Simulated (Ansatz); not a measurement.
**SO (sulfur oxide): levels of theory compared**

We compute a comparison of 6 runs (UHF/STO-3G, UHF/def2-TZVPPD, UPBE-QIDH/def2-TZVPPD, UPBE0/def2-TZVPPD, UBCCD(T)/def2-TZVPPD, UCCSD/def2-TZVPPD) of SO (sulfur oxide). 

The calculation is run with Ansatz 0.2.0.

36 further runs of the same task are left out: 4 that didn't finish, 32 set aside as unsound or not needed.

### Step 1. The structure to begin with

The species is SO (2 atoms), meant as a triplet with charge 0. SMILES: `O=S`. The O1–S2 distance was set to 2.666 Å, away from the relaxed value.

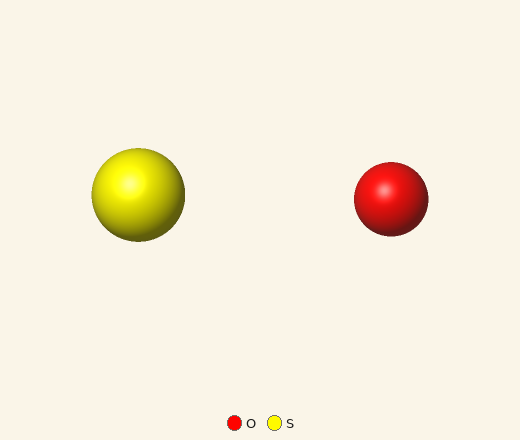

The structure, seen from a chosen angle (oxygen red, sulfur yellow).

### Step 2. The energy at UHF/STO-3G (run 1)

job.yaml

```yaml
crystal:
  periodic: [false, false, false]
  atoms:
    - symbol: O
      position_ang: [0.000000, 0.000000, -1.184913]
    - symbol: S
      position_ang: [0.000000, 0.000000, 1.481087]
basis:
  gaussian:
    orbitals: STO-3G
hamiltonian:
  xc: hf
accuracy: high
output: {orbitals: {seedname: orbitals}}
magnetization:
  spin_polarized: true
  initial_magnetization: 2
```

Run with:

```console
$ ansatz run job.yaml --threads 1 --pin off --max-ram 3480MiB --events-out events.jsonl --progress --plain --runs-dir runs
```

What it wrote:

```text
Warning: RAYON_NUM_THREADS=1 ignored (pool sized by the plan → 1); use --threads N
Functional definition: HF
  name "HF"
  exchange = exact_x
  correlation = 0
210 factors; integrals over basis functions are off by at most 2.1e-8 eV
mean field evaluation 1: about -12677.2041 eV, gradient 3.6e1 eV
mean field evaluation 2: about -12677.2110 eV, gradient 3.6e1 eV
mean field evaluation 4: about -12663.3662 eV, gradient 2.6e1 eV
mean field evaluation 8: about -12695.0657 eV, gradient 1.8e1 eV
mean field evaluation 16: about -12702.3509 eV, gradient 6.4e-5 eV
mean field evaluation 32: about -12704.7080 eV, gradient 1.1e-2 eV
mean field evaluation 64: about -12703.5016 eV, gradient 2.2e-4 eV
mean field evaluation 96: about -12705.0177 eV, gradient 3.8e-1 eV
mean field evaluation 128: about -12705.0899 eV, gradient 2.5e-2 eV
mean field evaluation 160: about -12705.0833 eV, gradient 2.6e-1 eV
mean field evaluation 192: about -12705.0830 eV, gradient 3.0e-8 eV
mean field evaluation 224: about -12703.2719 eV, gradient 1.8e-1 eV
mean field evaluation 256: about -12698.4217 eV, gradient 3.2e0 eV
mean field evaluation 288: about -12703.9603 eV, gradient 6.6e0 eV
mean field evaluation 320: about -12704.9644 eV, gradient 2.5e-3 eV
mean field -12705.10122948 eV, -466.9038583564 hartree, gradient 8.1e-9 eV, S^2 2.966518; 14 other end points of the search recorded, 0 dependent functions left out
reference -12705.10122948 eV, -466.9038583564 hartree; 13, 11 occupied and 1, 3 virtual orbitals, 210 factors
Total energy: -12705.10122948 eV, -466.9038583564 hartree
```

Wall time 0.42 s (1 thread of Arm Neoverse V1, shared host).

### Step 3. A single-point energy at UHF/def2-TZVPPD (run 2)

in.yaml

```yaml
crystal:
  periodic: [false, false, false]
  atoms:
    - {symbol: O, position_ang: [0.000000, 0.000000, -1.184913]}
    - {symbol: S, position_ang: [0.000000, 0.000000, 1.481087]}
basis:
  gaussian:
    orbitals: def2-TZVPPD.json
magnetization:
  spin_polarized: true
  initial_magnetization: 2
hamiltonian:
  xc: hf
accuracy: high
output: {orbitals: {seedname: orbitals}}
```

The basis set def2-TZVPPD is read from a file made from the Basis Set Exchange's data (not shown).

Run with:

```console
$ ansatz run in.yaml --threads 1 --pin off --max-ram 3480MiB --events-out events.jsonl --progress --plain --runs-dir runs
```

What it wrote (excerpt; [...] marks lines left out):

```text
Warning: RAYON_NUM_THREADS=1 ignored (pool sized by the plan → 1); use --threads N
[... 2 set-up lines as earlier in the session ...]
[...]
1142 factors; integrals over basis functions are off by at most 3.9e-9 eV
[...]
mean field -12851.95734068 eV, -472.3007209004 hartree, gradient 1.4e-8 eV, S^2 2.984844; 16 other end points of the search recorded, 0 dependent functions left out
reference -12851.95734068 eV, -472.3007209004 hartree; 13, 11 occupied and 78, 80 virtual orbitals, 1142 factors
Total energy: -12851.95734068 eV, -472.3007209004 hartree
```

Run time: 18 s. Hardware: 1 thread of Arm Neoverse V1, shared host; peak memory 0.19 GiB.

Runs 3 to 5 aren't shown in full; the table further down has their settings and results.

### Step 4. A single-point energy at UCCSD/def2-TZVPPD (run 6)

job.yaml

```yaml
crystal:
  periodic: [false, false, false]
  atoms:
    - {symbol: O, position_ang: [0.000000, 0.000000, -1.184913]}
    - {symbol: S, position_ang: [0.000000, 0.000000, 1.481087]}
basis:
  gaussian: {orbitals: def2-TZVPPD.json}
magnetization: {spin_polarized: true, initial_magnetization: 2}
correlation: {method: ccsd, frozen_orbitals: {O: 1, S: 5}}
accuracy: high
scf: {omitted_lower_state_checks: [cluster_reference, increment]}
```

The basis set def2-TZVPPD is read from a file made from the Basis Set Exchange's data (not shown).

Run with:

```console
$ ansatz run job.yaml --threads 1 --pin off --max-ram 3480MiB --events-out events.jsonl --progress --plain --runs-dir runs
```

What it wrote:

```text
Warning: RAYON_NUM_THREADS=1 ignored (pool sized by the plan → 1); use --threads N
[... 36 lines left out ...]
6 core orbitals not correlated: weight in the atoms' cores, before any rotation towards them, 1.000 or more for the frozen orbitals, at most 0.000 for the correlated occupied ones
[... 45 lines left out ...]
Total energy: -12860.30500559 eV, -472.6074919274 hartree
Checks for a lower state left out: cluster_reference, increment
```

Run time: 49 s. Hardware: 1 thread of Arm Neoverse V1, shared host; peak memory 0.63 GiB.

### Step 5. All runs side by side

| run | level | frozen core orbitals | energy (Eh) | HOMO energy (eV) | LUMO energy (eV) | ⟨S²⟩ | wall time |
| --- | --- | --- | --- | --- | --- | --- | --- |
| 1 | UHF/STO-3G | – | -466.903858 | -6.59 | 6.01 | 2.967 | 0.42 s |
| 2 | UHF/def2-TZVPPD | – | -472.300721 | -10.92 | -0.35 | 2.985 | 18 s |
| 3 | UPBE-QIDH/def2-TZVPPD | 6 | -472.889989 | -9.98 | -2.39 | 2.939 | 76 s |
| 4 | UPBE0/def2-TZVPPD | – | -472.992110 | -8.16 | -5.11 | 2.787 | 44 s |
| 5 | UBCCD(T)/def2-TZVPPD | 6 | -472.619782 | – | – | 2.985 | 56 s |
| 6 | UCCSD/def2-TZVPPD | 6 | -472.607492 | – | – | 2.985 | 49 s |

### Step 6. Results

| quantity | value |
| --- | --- |
| run 6: total energy | -472.60749 Eh |
| run 6: correlation energy (6 core orbitals frozen) | -306.8 mEh |
| run 6: ⟨S²⟩ of the reference determinant | 2.985 |
| run 6: T1 diagnostic | 0.024 |

In words: Below the UHF energy at the same shape and in the same basis (def2-TZVPPD): UBCCD(T) -319.1 mEh; UCCSD -306.8 mEh. Totals of different functionals can't be ranked against each other. In run 1 the basis is minimal, so the values are rough. Spin contamination of the reference: run 2 ⟨S²⟩ = 2.98, run 5 ⟨S²⟩ = 2.98, run 6 ⟨S²⟩ = 2.98, run 1 ⟨S²⟩ = 2.97, run 3 ⟨S²⟩ = 2.94, run 4 ⟨S²⟩ = 2.79. Where it is this large, the reference is a mixture of spin states, and values that rest on it are in doubt. All runs together took 4 min, the longest 76 s.
